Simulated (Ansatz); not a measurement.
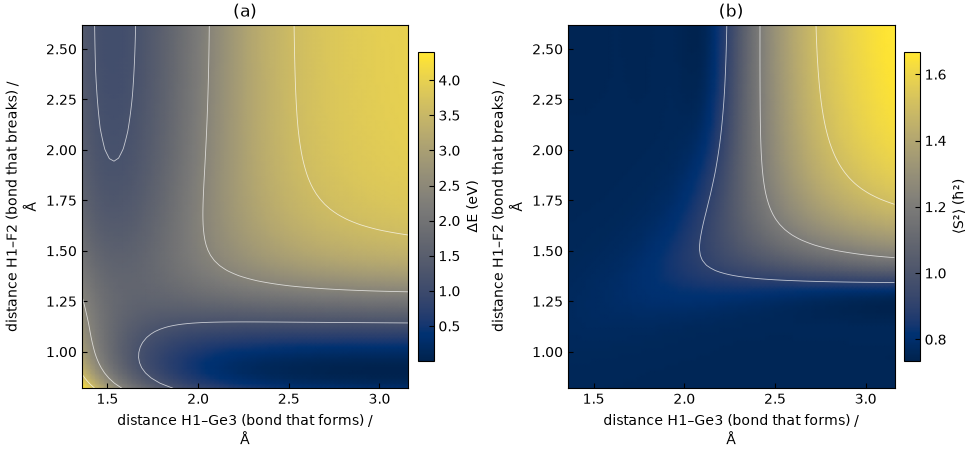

The reacting system FGeH₄ (fragments FH + GeH₃ where the first distance is long, GeH₄ + F where the second is long), spin multiplicity 2. The first coordinate is: distance H1–Ge3 (bond that forms); the second: distance H1–F2 (bond that breaks). Relaxed at each point: all other coordinates. The scan uses a 13 × 13 grid. Points are written as (first, second). Energies are in eV, from the lowest grid point. In part of the range the unrestricted reference is strongly spin-contaminated. Method: Ansatz, UHF/def2-SVP.

Panel (a) is the energy; panel (b) is the computed ⟨S²⟩, in ħ².

Drawn: a smooth colour map with a few white contour lines. Between grid points the surface is interpolated.

### How does the ⟨S²⟩ vary over the map, and what is it at the lowest grid point?

Leaving out the highest fifth of the energies, it runs from 0.75 ħ² at (1.440 Å, 2.619 Å) to 1.21 ħ² at (2.443 Å, 1.903 Å). At the lowest grid point, (3.159 Å, 0.900 Å), it is 0.75 ħ². That point lies on the edge of the scan.
